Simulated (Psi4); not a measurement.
# A workflow on C2H3FO (SMILES FC1CO1)

We compute a geometry optimisation (MP2/6-311G**), then vibrational wavenumbers of C2H3FO. 

The calculation is run with Psi4 1.11.

## Step 1: The system as given

The species is C2H3FO (7 atoms), meant as a singlet with charge 0. As SMILES, `FC1CO1`. The shape is that of a PBE0-D4/def2-TZVP optimisation. The run starts from this shape.

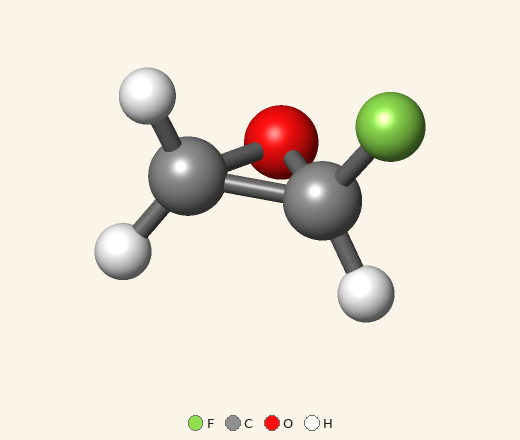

Viewed from a chosen angle; fluorine green, carbon grey, oxygen red, hydrogen white.

## Step 2: A geometry optimisation at MP2/6-311G(d,p) (density fitting, density fitting for correlation) (run 1)

Contents of c2h3fo.dat:

```
memory 1.6 GB

molecule {
  0 1
  F     -1.230100    -1.269700    -0.057100
  C     -0.627800    -0.077500    -0.262000
  C      0.671400     0.163600     0.333400
  O      0.484900    -0.107900    -1.067700
  H     -1.366000     0.696000    -0.457000
  H      0.995700     1.172200     0.572500
  H      1.133100    -0.644700     0.892200
}

set {
  basis        6-311G**
  reference    rhf
  geom_maxiter 60
  freeze_core  true
}

optimize('mp2')
print_variables()
```

Launch:

```console
$ psi4 c2h3fo.dat c2h3fo.out -n 1
```

c2h3fo.out:

```text
[...]
  Running in c1 symmetry.
[...]
  Nuclear repulsion =  124.094769302208306
[...]
  Multiplicity = 1
[...]
  Nalpha       = 16
  Nbeta        = 16
[...]
    Number of basis functions: 90
[...]
   @DF-RHF iter   1:  -251.72867882559152   -4.06981e-01   4.19839e-03 ADIIS/DIIS
[...]
   @DF-RHF iter  11:  -251.79226062907705   -3.97904e-13   5.03949e-11 DIIS
[...]
    Orbital Energies [Eh]
    ---------------------
    Doubly Occupied:
       1A    -26.297993     2A    -20.589035     3A    -11.382523
       4A    -11.304736     5A     -1.624696     6A     -1.438805
       7A     -0.955860     8A     -0.888730     9A     -0.766153
      10A     -0.726491    11A     -0.690034    12A     -0.637156
      13A     -0.612976    14A     -0.553334    15A     -0.485347
      16A     -0.462853
[...]
  @DF-RHF Final Energy:  -251.79226062907705
   => Energetics <=
    Nuclear Repulsion Energy =            123.3895380433353353
    One-Electron Energy =                -591.5301548585907767
    Two-Electron Energy =                 216.3483561861783926
    Total Energy =                       -251.7922606290770489
[...]
 Multipole Moments:
 ------------------------------------------------------------------------------------
     Multipole            Electronic (a.u.)      Nuclear  (a.u.)        Total (a.u.)
 ------------------------------------------------------------------------------------
 L = 1.  Multiply by 2.5417464519 to convert [e a0] to [Debye]
 Dipole X            :         -2.2590924            2.3124850            0.0533926
 Dipole Y            :         -2.2874874            3.0608185            0.7733311
 Dipole Z            :         -0.7548840            1.4824332            0.7275492
 Magnitude           :                                                    1.0631178
[...]
  -Total Gradient:
     Atom            X                  Y                   Z
    ------   -----------------  -----------------  -----------------
       1        0.000050504582     0.000065614956    -0.000015789265
       2       -0.000148604025    -0.000069430739     0.000229331667
       3       -0.000099500146    -0.000041097785    -0.000117899873
       4        0.000178727048     0.000021531434    -0.000103323454
       5        0.000021599347     0.000009355059    -0.000016352593
       6        0.000010705257     0.000008024386     0.000009002624
       7       -0.000013432063     0.000006002687     0.000015030893
[...]
    Final optimized geometry and variables:
    Molecular point group: c1
    Full point group: C1
    Geometry (in Angstrom), charge = 0, multiplicity = 1:
    F           -1.000570015953    -0.893876756682     0.212063534957
    C           -0.398270340705     0.304164153056    -0.002011385184
    C            0.903280232472     0.546861904573     0.604913194479
    O            0.717823035988     0.274295539154    -0.817551428307
    H           -1.136276293504     1.076426364623    -0.195525276141
    H            1.230340297469     1.554857270057     0.838770878978
    H            1.362136859170    -0.267198099781     1.155653005683
  Variable Map:
  ----------------------------------------------------------------------------
  "CURRENT CORRELATION ENERGY"           =>      -0.685572314900
[...]
```

On the terminal:

```text
Optimizer: Optimization complete!
```

Run time: 7.8 s. Hardware: 1 thread of Intel Xeon 6975P-C (Granite Rapids), shared host; peak memory 0.28 GiB.

The path in brief:

```
step  energy from the first frame kept (eV)  largest force (eV/Å)
   0                                 0.0000                0.7069
   1                                -0.0074                0.2511
   2                                -0.0084                0.0587
   3                                -0.0086                0.0292
   4                                -0.0086                0.0145
```

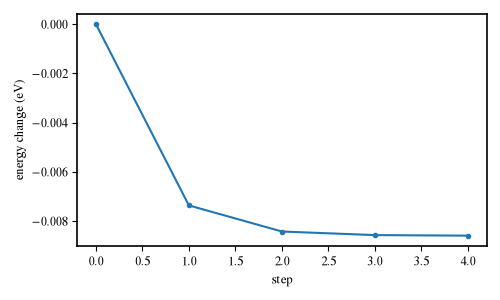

Energy along the run.

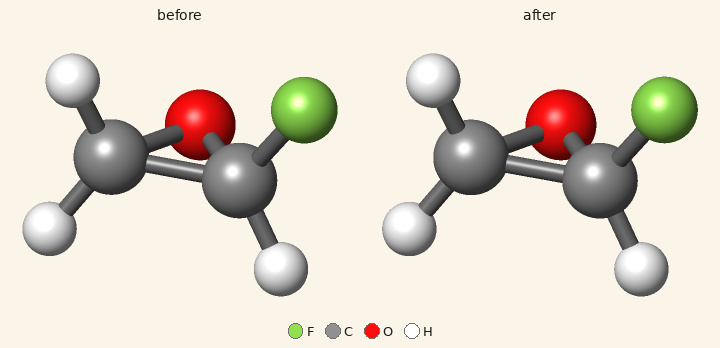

Before and after, at one scale.

After the run. Bond lengths: F1–C2 1.358 Å, C2–C3 1.456 Å, C2–O4 1.383 Å, C3–O4 1.460 Å, C2–H5 1.086 Å, C3–H6 1.085 Å, C3–H7 1.085 Å. Some angles: F1–C2–C3 118.5°, F1–C2–O4 115.6°, C3–C2–O4 61.8°, C2–C3–O4 56.6°, C2–O4–C3 61.6°, F1–C2–H5 110.7°, C3–C2–H5 124.3°, O4–C2–H5 117.3°, C2–C3–H6 120.9°, C2–C3–H7 117.7°.

## Step 3: The harmonic vibrations at MP2/6-311G(d,p) (density fitting, density fitting for correlation) (run 2)

Contents of c2h3fo.inp:

```
memory 1600 MB

molecule geom {
  F     -1.231508    -1.274126    -0.050610
  C     -0.629208    -0.076085    -0.264685
  C      0.672342     0.166612     0.342239
  O      0.486885    -0.105954    -1.080225
  H     -1.367214     0.696177    -0.458199
  H      0.999402     1.174608     0.576097
  H      1.131199    -0.647448     0.892979
  units angstrom
}

set {
  basis                      6-311G**
  t                          298.15
  freeze_core                true
  rotational_symmetry_number 1
}

energy_value = frequencies('mp2')
print_variables()
```

Launch:

```console
$ psi4 -n 1 c2h3fo.inp c2h3fo.out
```

c2h3fo.out, shortened:

```text
[...]
  Running in c1 symmetry.
[...]
  Nuclear repulsion =  123.389559159069620
[...]
  Multiplicity = 1
[...]
  Nalpha       = 16
  Nbeta        = 16
[...]
    Number of basis functions: 90
[...]
   @DF-RHF iter   1:  -251.72700674452315   -4.72305e-01   4.21387e-03 ADIIS/DIIS
[...]
   @DF-RHF iter  16:  -251.79226762763304   -8.52651e-14   2.90188e-11 DIIS
[...]
  @DF-RHF Final Energy:  -251.79226762763304
   => Energetics <=
    Nuclear Repulsion Energy =            123.3919058013711094
    One-Electron Energy =                -591.5347004550135352
    Two-Electron Energy =                 216.3505270260094164
    Total Energy =                       -251.7922676276330378
[...]
 Multipole Moments:
 ------------------------------------------------------------------------------------
     Multipole            Electronic (a.u.)      Nuclear  (a.u.)        Total (a.u.)
 ------------------------------------------------------------------------------------
[...]
  -Total Gradient:
     Atom            X                  Y                   Z
    ------   -----------------  -----------------  -----------------
       1        0.000060032961     0.000070017499    -0.000005358786
       2       -0.000170196778    -0.000037759765     0.000208632457
       3        0.000060969842    -0.000565425062     0.000074373916
       4        0.000194433335    -0.000157139582    -0.000060263123
       5        0.000016657225     0.000004813469    -0.000019622766
       6        0.000097310435     0.000227411957     0.000217343162
       7       -0.000259207019     0.000458081485    -0.000415104860
[...]
  ==> Harmonic Vibrational Analysis <==
[...]
  Freq [cm^-1]                 438.9710            521.8097            805.4694
[...]
  IR activ [km/mol]             9.2750              7.9951             32.7472
[...]
  Freq [cm^-1]                 903.6527            998.2527           1119.4805
[...]
  IR activ [km/mol]            73.8827             82.8816              5.7314
[...]
  Freq [cm^-1]                1158.3857           1176.5188           1201.2311
[...]
  IR activ [km/mol]            47.3920             79.4565             20.0477
[...]
  Freq [cm^-1]                1338.1242           1448.1608           1552.9696
[...]
  IR activ [km/mol]            23.7734             65.4639             37.4856
[...]
  Freq [cm^-1]                3165.9364           3221.6702           3276.7133
[...]
```

Standard output:

```text
Warning: used thermodynamics relations inappropriate for low-frequency modes: ['438.9710' '521.8097']
```

It took 52 s on 1 thread of Intel Xeon 6975P-C (Granite Rapids), shared host; peak memory 0.27 GiB.

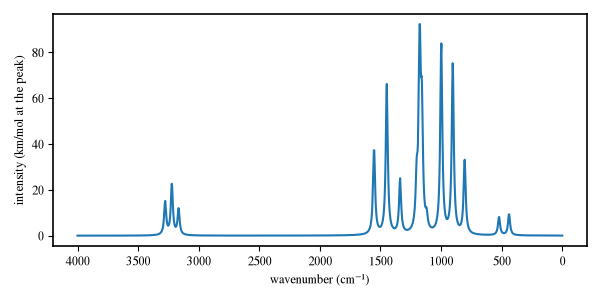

Harmonic infrared spectrum, unscaled, lines broadened by 10 cm⁻¹.

## Step 4: What came out

| quantity | value |
| --- | --- |
| run 1, MP2/6-311G**: total energy at the end | -252.47783 Eh |
| run 1, MP2/6-311G**: correlation energy (4 core orbitals frozen) | -685.6 mEh |
| run 2, MP2/6-311G**: correlation energy | -685.6 mEh |
| run 2, MP2/6-311G**: lowest harmonic wavenumber | 439 cm⁻¹ |
| run 2, MP2/6-311G**: highest harmonic wavenumber | 3277 cm⁻¹ |
| run 2, MP2/6-311G**: zero-point energy | 133.5 kJ/mol |
| run 2, MP2/6-311G**: ideal-gas entropy at 298.15 K (symmetry number 1 as used) | 63.7 cal/(mol K) |

**Reading.** The optimisation (run 1, MP2/6-311G**) took 5 steps and changed the energy by -0.009 eV. All 15 modes (run 2, MP2/6-311G**) are real, so the shape is a minimum at this level.
